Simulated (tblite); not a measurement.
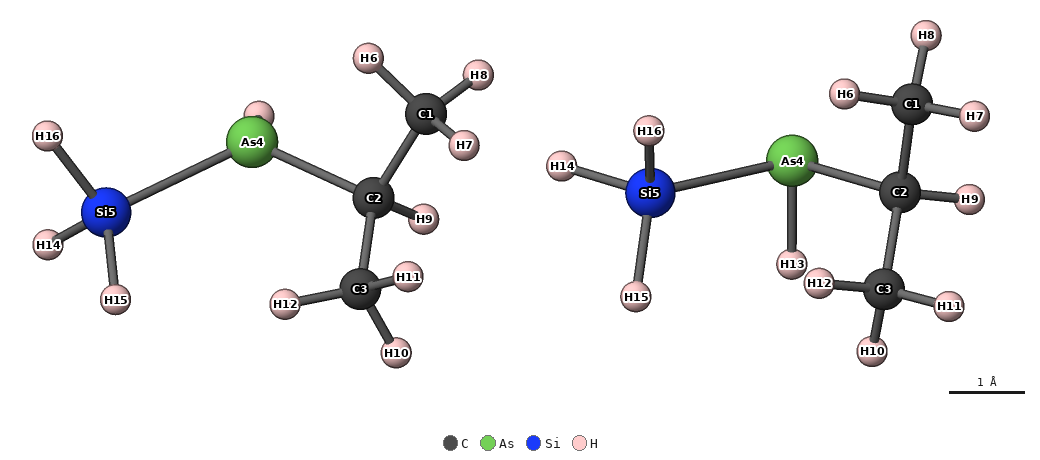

Two geometries of C₃H₁₁AsSi, drawn at one scale. One is the start of a relaxation, the other its converged end. Style: ball-and-stick. Shown at a tilt.

Theory: GFN2-xTB geometry optimisation, gas phase in tblite 0.8.0. 

> Which one is relaxed?

The right one is the relaxed one. The largest move after the best rigid fit is that of H13, 2.00 Å. Largest moves by element: H 2.00 Å, As 0.77 Å, C 0.49 Å, Si 0.42 Å. Near-neighbour distances that change, for instance: C2–As4 1.936 → 2.009 Å, As4–H13 1.572 → 1.510 Å, As4–Si5 2.265 → 2.325 Å, C3–H11 1.128 → 1.091 Å. Bond angles that change, for instance: Si5–As4–H13 115.0° → 92.7°, C2–As4–H13 114.0° → 94.3°, C2–As4–Si5 116.9° → 100.6°. Groups turn about C2–C3 by about 55°, C1–C2 by about 40°. The energy falls by 38.4 kcal/mol in 132 geometry steps.
